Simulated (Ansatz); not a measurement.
```sh
ansatz run in.yaml --threads 2 --pin off --events-out ev --progress --plain --max-ram 32768MiB --backend cpu
```

```yaml
crystal:
  periodic: [false, false, false]
  atoms:
    - {symbol: C, position_ang: [0.513120, 1.629107, -1.488819]}
    - {symbol: B, position_ang: [-0.320237, 0.400460, -0.999823]}
    - {symbol: N, position_ang: [-0.151506, -0.315045, 0.214947]}
    - {symbol: Si, position_ang: [-1.262562, -1.658401, 0.414877]}
    - {symbol: Si, position_ang: [1.005739, -0.009061, 1.488232]}
    - {symbol: H, position_ang: [1.312529, 1.964603, -0.827709]}
    - {symbol: H, position_ang: [0.948968, 1.400146, -2.468303]}
    - {symbol: H, position_ang: [-0.161677, 2.474103, -1.669167]}
    - {symbol: H, position_ang: [-1.206832, 0.000145, -1.720253]}
    - {symbol: H, position_ang: [-2.666914, -1.182935, 0.470257]}
    - {symbol: H, position_ang: [-0.924292, -2.325282, 1.702213]}
    - {symbol: H, position_ang: [-1.114483, -2.636500, -0.690348]}
    - {symbol: H, position_ang: [1.791350, 1.213643, 1.204382]}
    - {symbol: H, position_ang: [1.929150, -1.166067, 1.621705]}
    - {symbol: H, position_ang: [0.285847, 0.160384, 2.777208]}
basis:
  gaussian: {orbitals: def2-SVP}
hamiltonian: {xc: pbe0, dispersion: d4}
output: {orbitals: {seedname: orbitals}}
```

What structure does this define?

Formula CH10BNSi2. SMILES: `CBN([SiH3])[SiH3]`. It has no ring. Among its groups: Si–H bond, Si–N bond, B–H bond. Coordination: 1 C tetrahedral; 1 B trigonal planar; 1 N trigonal planar; 2 Si tetrahedral.

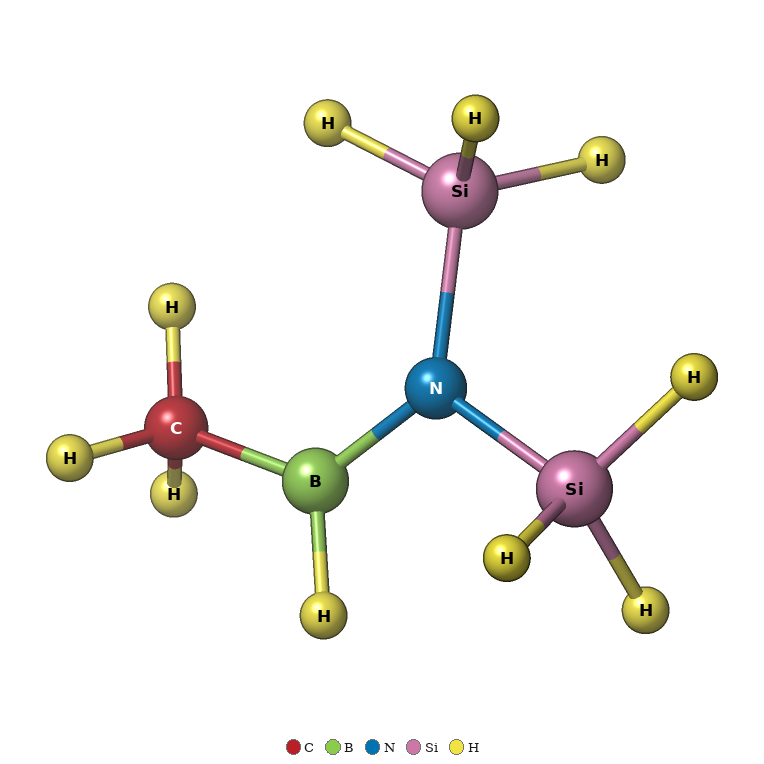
